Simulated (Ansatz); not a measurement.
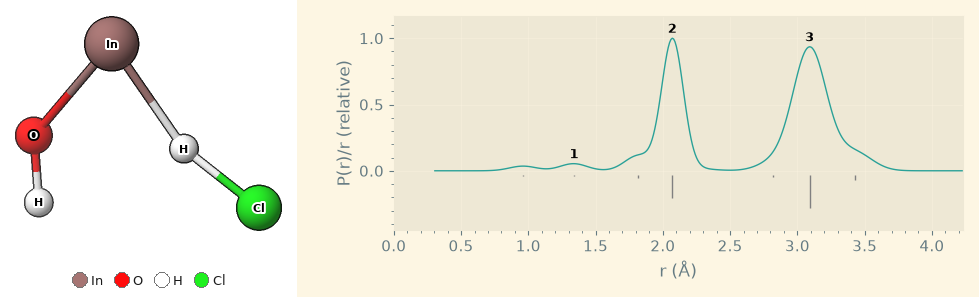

Simulated gas electron diffraction: radial distribution curve of ClH₂InO. Each pair of atoms contributes with weight ZᵢZⱼ/r (bars below the curve); damping constant 0.002 Å²; vibrational amplitudes assumed, not computed: 0.05 Å for bonds, 0.078 Å for bonds to H, 0.06 + 0.015 r up to 0.15 Å for other pairs. The geometry is the end point of an optimisation (Ansatz 0.2.0, RKS PBE0/def2-SVPD); it may be a saddle point or a higher isomer.

Which pairs of atoms lie under the numbered peaks? Mark bonded pairs by – and others by ···.

Peak 1, 1.34 Å: Cl–H 1.34 Å
Peak 2, 2.07 Å: In–O 2.07 Å; in its flanks In–H 1.82 Å
Peak 3, 3.09 Å: In···Cl 3.09 Å; in its flanks Cl···O 3.43 Å
